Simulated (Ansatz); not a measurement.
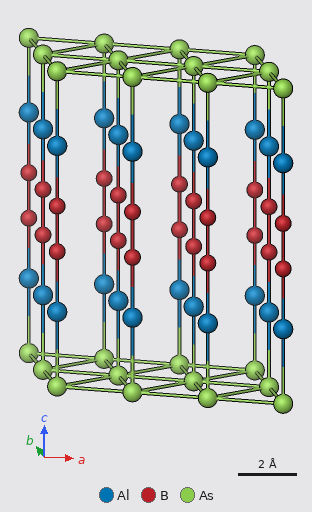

Starting structure of crystalline Al$_{2}$B$_{2}$As (a generated structure, set up in P6/mmm). The picture is a ball-and-stick view of the cell of the calculation, repeated 3 × 2 × 1 with one cell outlined, seen slightly off an axis.

Computed with DFT PBE, scalar-relativistic, plane waves, PAW in Ansatz.

Input file:
```yaml
crystal:
  lattice:
    - [2.7991079469, 0.0, 0.0]
    - [-1.3995539735, 2.42409859, 0.0]
    - [0.0, 0.0, 11.2783755977]
  atoms:
    - { symbol: Al, position: [0.0, 0.0, 0.2367568471] }
    - { symbol: Al, position: [0.0, 0.0, 0.7632431529] }
    - { symbol: B, position: [0.0, 0.0, 0.5720884917] }
    - { symbol: B, position: [0.0, 0.0, 0.4279115083] }
    - { symbol: As, position: [0.0, 0.0, 0.0] }
basis:
  ecutwfc: 420
kpoints:
  mp_grid: { grid: [18, 18, 4] }
hamiltonian:
  xc: pbe
scf:
  occupations: { method: gaussian, width: 0.1 }
output:
  forces: true
  stress: true
  eigenvalues: true
  write_density: true
  write_potential: true
  elf: true
  volumetric_format: npy
relax:
  adjacent_minimum: "off"
  f_tol: 0.01
  max_steps: 80
  cell: { stress_tol: 0.05 }
```

Command:
```bash
ansatz run input.yaml --threads 1 --pin off --max-ram 2560MiB --backend cpu --events-out ev --progress --plain --runs-dir out
```

**Predict the outcome.**

Over 5 accepted moves (7 points after the start) the energy falls by 29.8 meV per cell of the calculation. Largest force component: 0.4 eV/Å at the start, 0.0019 eV/Å at the end. The pressure goes from −1.28 to 0.00 GPa. The SCF was repeated twice at an unchanged geometry on a basis and grid sized afresh for the cell, which shifted the energy by 0.4 meV per cell of the calculation at most. The largest moves relative to the cell, 0.051 Å, are those of Al1 and Al2. Al1 goes along +c. Largest moves by element: Al 0.051 Å, B 0.024 Å. As stays in place. The volume changes by −1.3 %, with a = b 2.799 → 2.759 Å (−1.4 %), c 11.278 → 11.457 Å (+1.6 %). Among the contacts that change: Al1–As5 2.670 → 2.763 Å, As5–As5 2.799 → 2.759 Å, B3–B4 1.626 → 1.604 Å, Al1–B4 2.156 → 2.163 Å. The space group stays P6/mmm (No. 191).

Final geometry:

```
Al B As
1.0
     2.75870    0.00000    0.00000
    -1.37935    2.38910    0.00000
     0.00000    0.00000   11.45673
Al B As
2 2 1
Direct
  0.00000 0.00000 0.24119
  0.00000 0.00000 0.75881
  0.00000 0.00000 0.57002
  0.00000 0.00000 0.42998
  0.00000 0.00000 0.00000
```

After the run, drawn alike:

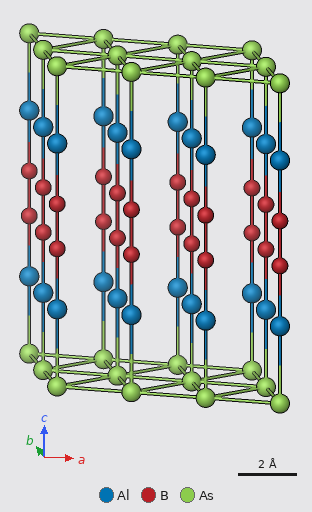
